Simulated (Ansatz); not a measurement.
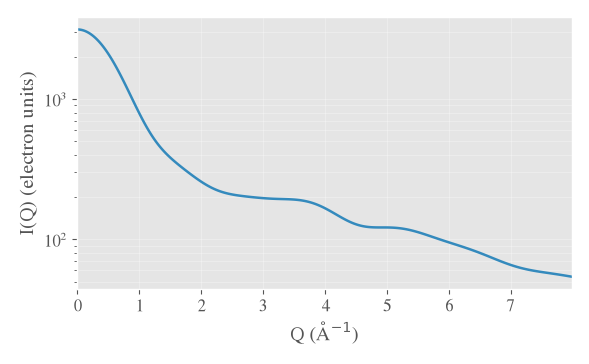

Elastic X-ray scattering of a randomly oriented, rigid molecule, calculated with the Debye equation from neutral-atom form factors (independent atoms, no Compton part, no vibration). The geometry is the end point of an optimisation (Ansatz, RKS BLYP/STO-3G); it may be a saddle point or a higher isomer. It contains O, C, Si, Al, H.

> How many electrons does the independent-atom model of the molecule hold?

I(0) is the square of the electron number: I(0) = 3130, so about 56 electrons, the count of CH7AlO2Si.

> What radius of gyration does the initial fall-off give?

From I(Q) ≈ I(0) exp(−Q²R²/3) at small Q, R ≈ 2.22 Å. It is larger than the electron-weighted radius of the nuclear positions alone (2.08 Å), because each atom's electron cloud adds to it.
